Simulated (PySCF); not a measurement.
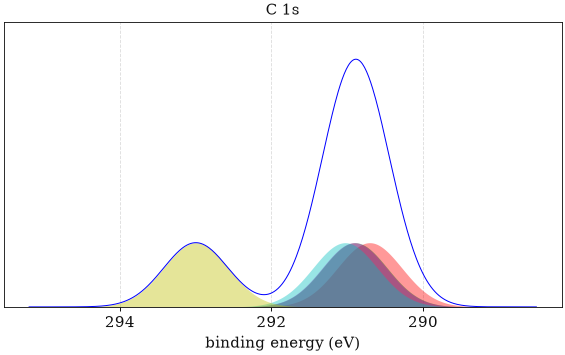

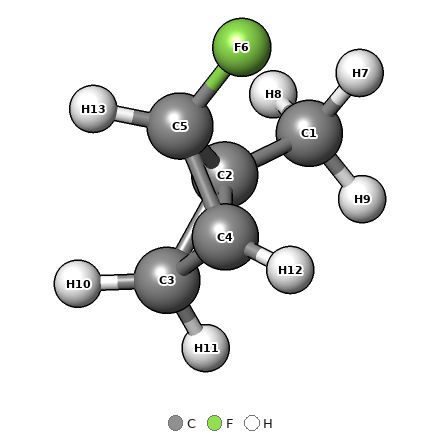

Simulated XPS of C₅H₇F, SMILES C[C@@]12C[C@@H]1[C@H]2F. Vertical core-electron binding energies by ΔSCF (SCAN, pcX-2 on the ionised atom, pcseg-1 elsewhere, none; PySCF, at a PBE0-D3(BJ)/def2-SVP geometry (no frequency check)), gas phase, against the vacuum level. One atom of each kind was ionised; within a panel, areas follow the number of like atoms, Gaussians of 1.0 eV full width. Only the regions named are shown. Lines closer than the width merge in the curve.

Which atoms give which peak?

Answer.
```csv
level,atoms,binding energy (eV)
C 1s,C5,293.0
C 1s,C3,291.0
C 1s,C1,290.9
C 1s,C2,290.9
C 1s,C4,290.7
```

How large is the chemical shift across the C 1s region?

Answer. 2.3 eV, from C4 at 290.7 eV to C5 at 293.0 eV.
